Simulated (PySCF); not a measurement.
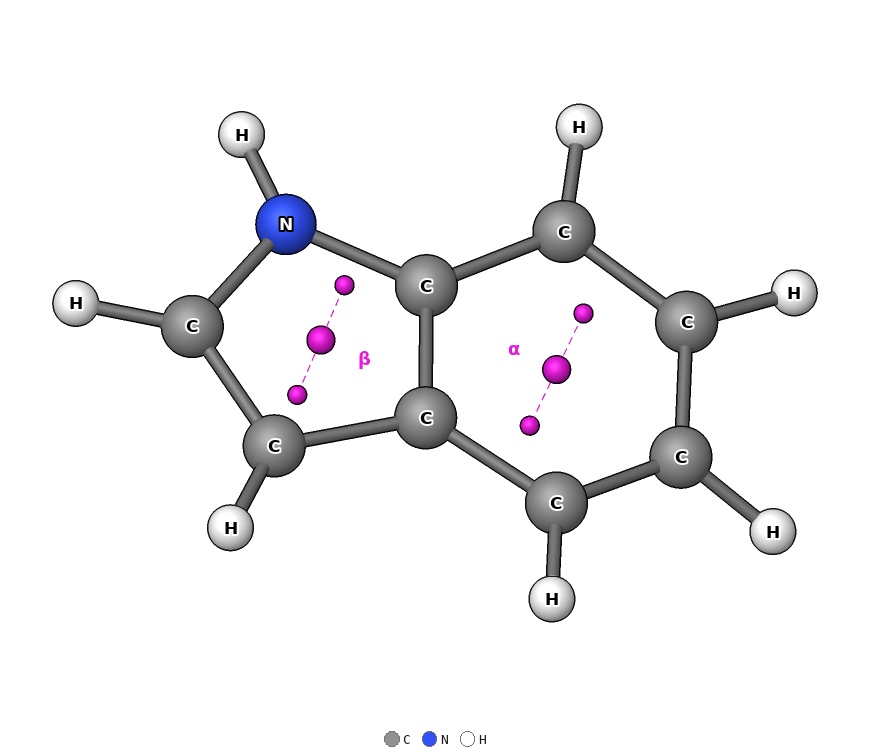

The small points mark where nucleus-independent chemical shifts (NICS) were computed: at the centre of each lettered ring and 1 Å above and below it. Geometry: a frame of a GFN2-xTB molecular-dynamics simulation, not a minimum. Method: GIAO PBE0/pcSseg-1 NMR shielding, non-relativistic, gas phase (PySCF 2.14.0).

Give NICS(0), NICS(1) and the out-of-plane component NICS(1)zz for each ring (means of the two sides).

```tsv
ring	members	NICS(0)	NICS(1)	NICS(1)zz
α	C6	−9.6	−11.6	−29.6
β	C4N	−12.8	−11.2	−28.6
```

Values in ppm.

> What do the values say about the ring currents?

Ring α: diatropic, as in an aromatic ring. Ring β: diatropic, as in an aromatic ring. NICS is one index among several.
